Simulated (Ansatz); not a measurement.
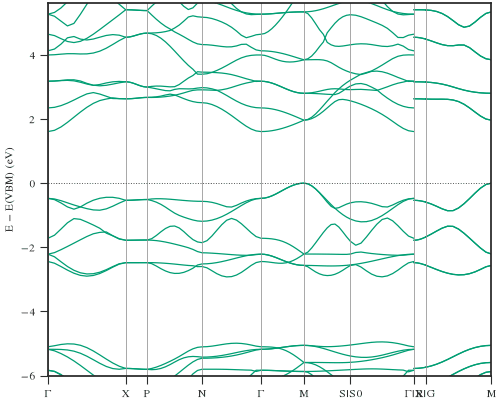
Figure: Band structure from LDA in the plane-wave PAW code Ansatz

Read off the gap and where the band edges lie.

About 1.6 eV (1.61 eV by a search for the band edges); maximum at M, minimum at Γ.

Which compound is it?
A) CaO2, I4/mmm (Ca on 2b, O on 4e)
B) TiNF, I4_1md (Ti on 4a, N on 4a, F on 4a)
C) ZnCu2SnS4, I-4 (Pearson symbol tI16)
D) OsO4, I-42m (Os on 2b, O on 8i)

B, TiNF, I4_1md (Ti on 4a, N on 4a, F on 4a)

The workflow started from a Materials Project entry (that database holds measured and hypothetical structures alike); the Crystallography Open Database copy checked does not list it. Whether it is the stable phase at ambient conditions was not checked. The cell was relaxed with LDA under the symmetry of its start; its stability against distortions is not shown here. No spin polarisation was allowed.

Potentials: the later of the program's two PAW sets.
